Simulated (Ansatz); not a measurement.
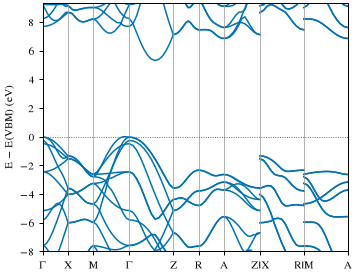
Fig. 1. Band structure from r²SCAN in the plane-wave PAW code Ansatz

Problem. Read off the gap and where the band edges lie.

Solution. About 5.3 eV (5.31 eV by a search for the band edges); maximum on the M–Γ line, 87 % of the way from M, minimum on the Γ–Z line, 59 % of the way from Γ.

The material is BN in space group P4_2/mnm (No. 136; B on 4f, N on 4g).

The start of the workflow was typed in or built on a structure type; the Crystallography Open Database copy checked does not list it. It is not the phase usual at ambient conditions (space group No. 186, 194, 216). Symmetry was held in the r²SCAN relaxation; its stability against distortions is not shown here.

Potentials: the later of the program's two PAW sets.
